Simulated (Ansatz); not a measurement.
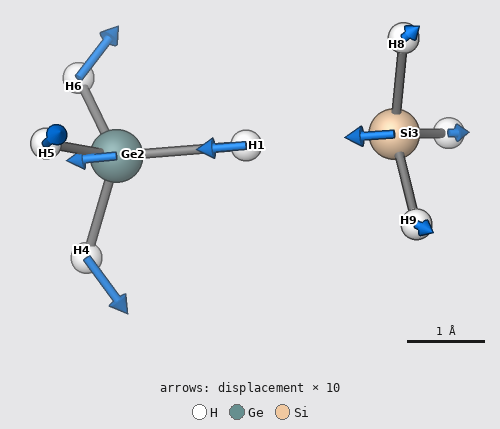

This is a constrained relaxation of GeSiH₇ (multiplicity 2). The starting structure is drawn; blue arrows show the displacements, 10 times their true length. The two geometries are superimposed by the best rigid fit.

The picture is a ball-and-stick view, seen at a tilt.

The reaction that was planned forms H1–Si3 and breaks H1–Ge2 (atoms numbered from 1 in input order).

The calculation used UKS PBE0-D4/def2-SVP in Ansatz 0.2.0. Settings: held fixed: the distance between atoms 1 (H) and 3 (Si), the distance between atoms 1 (H) and 2 (Ge), counting from 1; force threshold 0.04 eV/Å; at most 150 steps.

What did the optimiser do to the structure, and how much energy did it gain?

Answer. Over 2 geometry steps the energy falls by 0.164 eV. The largest force component goes from 0.81 to 0.034 eV/Å. An H atom moves most after the best rigid fit: 0.096 Å. Largest moves by element: H 0.096 Å, Ge 0.068 Å, Si 0.068 Å. Near-neighbour distances that change, for instance: H–Si 1.454 → 1.497 Å, Ge–H 1.504 → 1.540 Å. Among the angles between lasting bonds that change: H–Ge–H 104.4° → 109.8°, H–Ge–H 114.1° → 109.1°, H–Si–H 113.2° → 110.3°. Cost: 7.5 s on 4 threads of Intel Xeon Platinum 8259CL @ 2.50GHz, with other jobs on the host.
